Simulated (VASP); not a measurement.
Band structure of KBr (rock salt). Computed with r2SCAN meta-GGA, VASP's PBE PAW potentials (set 64) (plane waves; VASP).

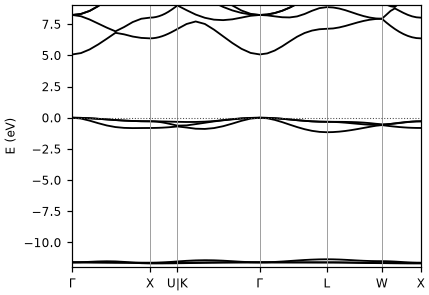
Fig. 1. Bands along high-symmetry lines, zero at the valence-band maximum or, without a gap, the Fermi level

Read the plot: is there a gap, and where are the band edges?

The gap is direct, 5.07 eV, from the valence maximum at Γ to the conduction minimum at Γ.

Measured: gap 7.40 eV (computed value off by -2.33 eV), as given by Aguado et al., (1998), arXiv:cond-mat/9809176.

The compound is KBr in the rock salt structure. It was relaxed first.
